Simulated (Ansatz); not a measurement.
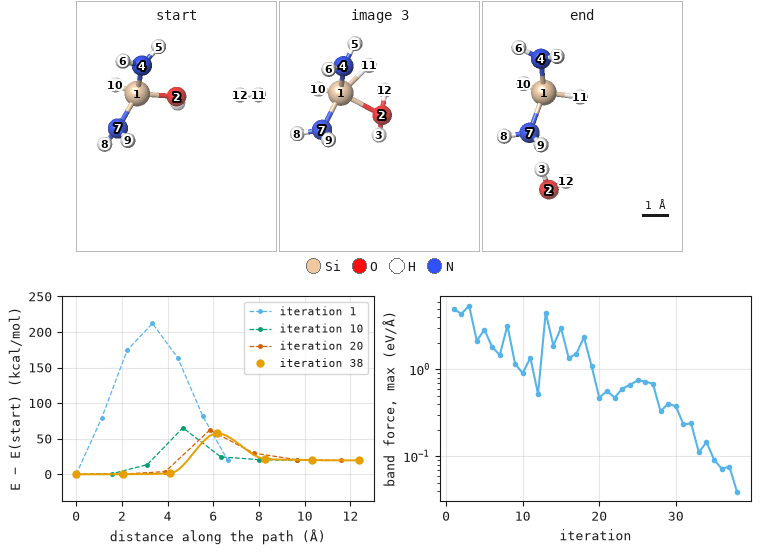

NEB run on SiN₂H₈O, made up at the start of SiN2H6O and H₂. Images are numbered from 0 (start) to 6 (end). The plot follows the band through its iterations. A ball-and-stick model, seen at a tilt.

Theory: RKS B3LYP/6-31G* in Ansatz.

Input file:
```yaml
crystal:
  periodic: [false, false, false]
  atoms:
    - { symbol: Si, position_ang: [-0.211965, 0.291234, -0.52696] }
    - { symbol: O, position_ang: [-0.147374, -0.822455, 0.722286] }
    - { symbol: H, position_ang: [-0.989578, -1.261691, 0.903511] }
    - { symbol: "N", position_ang: [1.409342, 0.317906, -1.076826] }
    - { symbol: H, position_ang: [1.982145, -0.514974, -1.063612] }
    - { symbol: H, position_ang: [1.729139, 1.006133, -1.743785] }
    - { symbol: "N", position_ang: [-0.637632, 1.924646, -0.191444] }
    - { symbol: H, position_ang: [-1.607087, 2.215716, -0.197659] }
    - { symbol: H, position_ang: [-0.079836, 2.486757, 0.44056] }
    - { symbol: H, position_ang: [-1.301507, -0.164038, -1.442287] }
    - { symbol: H, position_ang: [1.387957, -2.389132, 3.167639] }
    - { symbol: H, position_ang: [1.114398, -1.982601, 2.606176] }
basis:
  gaussian: { orbitals: "6-31G*" }
hamiltonian:
  xc: b3lyp
neb:
  order_check: false
  images: 5
  f_tol: 0.05
  max_iterations: 60
  initial_path: linear
  final_atoms:
    - { symbol: Si, position_ang: [0.70637596, -0.20592304, -0.60683339] }
    - { symbol: O, position_ang: [-1.61670663, -0.647317, 2.73720006] }
    - { symbol: H, position_ang: [-1.21699312, -0.27335994, 1.92497118] }
    - { symbol: "N", position_ang: [1.77097199, 0.50668565, -1.76927318] }
    - { symbol: H, position_ang: [2.65670071, 0.90937813, -1.48879165] }
    - { symbol: H, position_ang: [1.41599663, 0.9514676, -2.60694972] }
    - { symbol: "N", position_ang: [-0.27551806, 0.76768489, 0.47580843] }
    - { symbol: H, position_ang: [-1.04729096, 1.29089127, 0.07080064] }
    - { symbol: H, position_ang: [0.20241839, 1.35580612, 1.1532351] }
    - { symbol: H, position_ang: [-0.28062076, -1.00225754, -1.37417111] }
    - { symbol: H, position_ang: [1.57089829, -1.00851575, 0.29169602] }
    - { symbol: H, position_ang: [-1.23823045, -1.5370394, 2.78990662] }
```

Launched with:
```bash
ansatz run input.yaml --threads 1 --pin off --max-ram 2048MiB --backend cpu --events-out ev --progress --plain --runs-dir out
```

Q: Judge this run.

A: The run is converged, with reservations. The band converged in 38 iterations. The largest component of the band force went from 4.9 to 0.039 eV/Å. The climbing image converged on the top of the path. Its curvatures weren't checked. The straight starting path can push atoms close together and costs iterations. The first iteration put the highest image at 212.1 kcal/mol. Forward barrier 57.5 kcal/mol, backward barrier 37.9 kcal/mol, with image 3 at the top; the reaction energy is +19.7 kcal/mol.

Limits of the set-up: the start holds two separate molecules, 2.5 Å apart at their closest, whose relative position is a soft coordinate and is computed without a dispersion correction.
